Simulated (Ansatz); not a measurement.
BaF$_{2}$ (fluorite) is sheared across one {100} plane: the third cell vector gains the shift, so faults repeat every 9.3 Å. The cut lies between planes 1.55 Å apart; the cell height is held.

```xyz
9
Lattice="4.3803 0.0000 0.0000 0.0000 4.3803 0.0000 2.1902 2.1902 9.2921" Properties=species:S:1:pos:R:3 pbc="T T T"
Ba     2.0077     2.0077     8.5178
Ba     2.0077     2.0077     2.3230
Ba     4.1978     4.1978     5.4204
F      4.1978     2.0077     0.7743
F      2.0077     4.1978     3.8717
F      4.1978     2.0077     6.9691
F      2.0077     4.1978     0.7743
F      4.1978     2.0077     3.8717
F      2.0077     4.1978     6.9691
```

In-plane vectors a = (4.380, 0.000) Å, b = (0.000, 4.380) Å, area 19.19 Å². The shift is s times the vector a (length 4.380 Å), so s = 1 restores the start. Atoms relax along the normal only. γ = [E(shift) − E(0)] / area.

Level of theory: r2SCAN (plane waves to 500 eV, PAW, scalar-relativistic; Ansatz, an electronic-structure program). k mesh 7×7×7 (Γ-centred), Fermi-Dirac smearing 0.05 eV. Energies are extrapolated to zero smearing. Some relaxations began with atoms very close together and may have settled on another branch. Faults lie only 9.3 Å apart, and holding the cell height raises γ above its relaxed value. BaF2 was relaxed with its symmetry unable to fall. The zero of γ is zero shift.

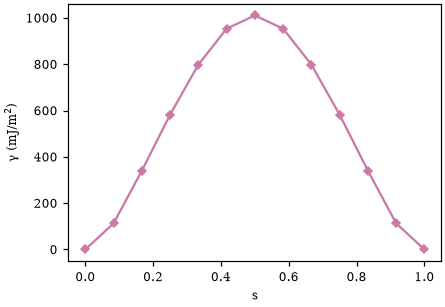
Figure: γ (mJ/m²) against s; one marker a computed point (the last repeats the first, one period on).

Question: Does γ have a local minimum between the ends of the line, and at which s?

Answer: No computed point is one.

Question: What is the highest γ among twelve even steps of s?

Answer: About 1000 mJ/m².

(The slope of γ gives the shear force per area between the displaced halves; near zero shift its curvature is an elastic stiffness.)
